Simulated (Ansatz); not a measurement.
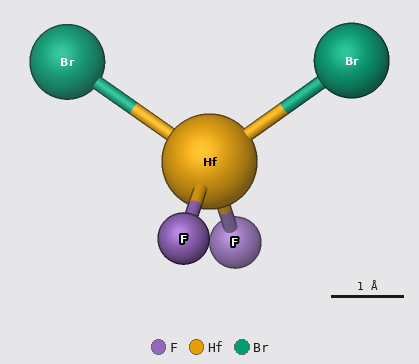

Figure 1. The input geometry (ball-and-stick view, seen at a tilt). Sticks mark near contacts.

Run report: HfBr$_{2}$F$_{2}$, phonon calculation

HfBr$_{2}$F$_{2}$, computed with RKS PBE0-D4/def2-TZVP (Ansatz 0.2.0).

The geometry comes from this level: PBE0-D4/def2-TZVP.

### The input
```yaml
crystal:
  periodic: [false, false, false]
  atoms:
    - {symbol: F, position_ang: [0.182635, -0.618093, 1.844329]}
    - {symbol: Hf, position_ang: [0.084089, -0.097204, 0.037258]}
    - {symbol: F, position_ang: [1.352738, -1.098487, -0.929437]}
    - {symbol: Br, position_ang: [-2.190997, -0.581703, -0.838561]}
    - {symbol: Br, position_ang: [0.621536, 2.321887, -0.154989]}
basis:
  gaussian: {orbitals: def2-TZVP}
hamiltonian: {xc: pbe0, dispersion: d4}
phonons: {temperatures: {t_min: 298.15, t_max: 900, t_step: 200}}
```

Run on 4 threads of Arm Neoverse V1, 23 GiB of memory available, shared host.

Launched with:
```bash
ansatz run in.yaml --threads 4 --pin off --events-out ev --progress --plain --max-ram 10444MiB
```

### The program's output
```
Functional definition: PBE0
  name "PBE0"
  cite "Adamo & Barone, J. Chem. Phys. 110, 6158 (1999) doi:10.1063/1.478522"
  cite "Perdew, Burke & Ernzerhof, Phys. Rev. Lett. 77, 3865 (1996) doi:10.1103/PhysRevLett.77.3865"
  parent pbe
  parameter a = 0.25
  parameter kappa = 0.804
  parameter beta = 0.06672455060314922
  exchange = (1 - a)*pbe_x(kappa = kappa, mu = beta*pi^2/3) + a*exact_x
  correlation = pbe_c(beta = beta)
1531 factors; their error is unknown
mean field evaluation 1: about -146817.7329 eV, gradient 5.4e1 eV
mean field evaluation 2: about -146795.6768 eV, gradient 1.3e2 eV
mean field evaluation 4: about -146822.1256 eV, gradient 3.8e0 eV
mean field evaluation 8: about -146823.0611 eV, gradient 5.6e-1 eV
mean field evaluation 16: about -146823.0613 eV, gradient 3.9e-5 eV
mean field -146823.06131167 eV, -5395.6479829585 hartree, gradient 3.8e-5 eV, S^2 0.000000; 0 other end points of the search recorded, 0 dependent functions left out
the calculation of the forces begins
reference -146823.06134480 eV, -5395.6479841760 hartree; 50, 50 occupied and 148, 148 virtual orbitals, 1531 factors
these checks for a lower state are left out or cut short: stability, starts, cluster_reference, orbital_swaps, neighbouring_geometries, increment
1531 factors; their error is unknown
mean field -146823.06132039 eV, -5395.6479832789 hartree, gradient 1.6e-6 eV, S^2 0.000000; 0 other end points of the search recorded, 0 dependent functions left out
[... from here on the field's lines of each further geometry are left out, up to the last ...]
the calculation of the forces begins
reference -146823.06133990 eV, -5395.6479839960 hartree; 50, 50 occupied and 148, 148 virtual orbitals, 1531 factors
these checks for a lower state are left out or cut short: stability, starts, cluster_reference, orbital_swaps, neighbouring_geometries, increment
1531 factors; their error is unknown
mean field evaluation 224: about -146823.0613 eV, gradient 1.5e-4 eV
mean field -146823.06131255 eV, -5395.6479829908 hartree, gradient 1.6e-6 eV, S^2 0.000000; 0 other end points of the search recorded, 0 dependent functions left out
the calculation of the forces begins
reference -146823.06134568 eV, -5395.6479842084 hartree; 50, 50 occupied and 148, 148 virtual orbitals, 1531 factors
Total energy: -146823.18351653 eV, -5395.6524739042 hartree
Atom 0 at     0.182635    -0.618093     1.844329 Å, force     0.002063    -0.001073    -0.003919 eV/Å
Atom 1 at     0.084089    -0.097204     0.037258 Å, force     0.003475    -0.003869     0.002136 eV/Å
Atom 2 at     1.352738    -1.098487    -0.929437 Å, force    -0.001415     0.000351     0.004317 eV/Å
Atom 3 at    -2.190997    -0.581703    -0.838561 Å, force    -0.001437     0.002940    -0.001117 eV/Å
Atom 4 at     0.621536     2.321887    -0.154989 Å, force    -0.002686     0.001651    -0.001418 eV/Å
Dipole moment:    -0.024663     0.027459    -0.015160 e Å
Vibrations: 64.87 99.90 125.68 136.41 165.26 256.72 280.26 661.27 672.12 cm⁻¹, zero-point energy 0.152656 eV
```

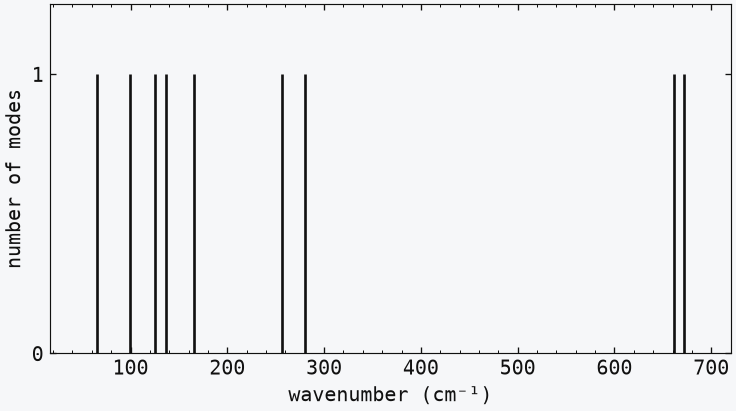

Figure 2. Harmonic vibrational wavenumbers from the force constants; neighbouring modes closer than 3 cm⁻¹ are counted in one stick. 9 modes from 65 to 672 cm⁻¹, none imaginary.

### Summary

| quantity | value |
| --- | --- |
| outcome | converged |
| total energy | −146823.1835 eV |
| mean-field energy | −146823.0613 eV |
| dispersion energy | −0.1222 eV |
| largest force (length of the vector) | 0.006 eV/Å |
| dipole moment | 0.19 D |
| wall time | 1.9 min (CPU time 7.2 min) |
| peak memory | 0.71 GiB |
